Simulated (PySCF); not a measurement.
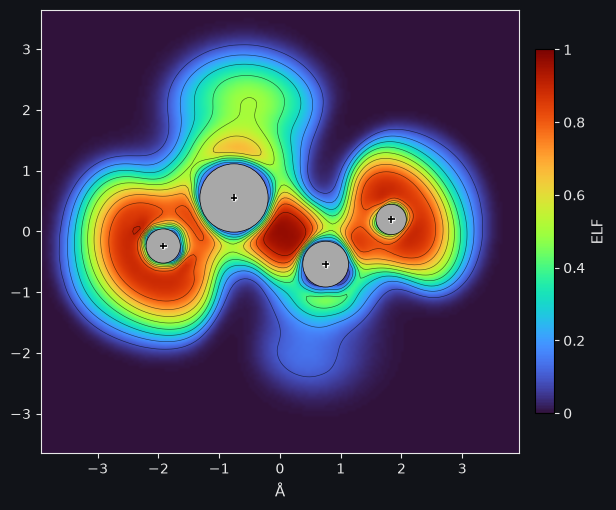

The electron localisation function on a plane through atoms (crosses mark nuclei in the plane; grey discs cover the cores).

These are results of CAM-B3LYP/def2-SVPD, SCF density, gas phase (PySCF 2.14.0), not measurements.

Candidates:
A. CF4O2S (SMILES O=S(=O)(F)C(F)(F)F)
B. C3H9N (SMILES CC(C)N)

**Which system is this?**

Candidate A: CF4O2S on the plane of atoms O3, S2 and C5, which holds S, O, C and F. C–F (1.32 Å): the ELF peaks at about 0.85 between the atoms; a shared but strongly polarised pair. S–O (1.41 Å): the ELF peaks at about 0.80 between the atoms (a short, strongly polar bond).
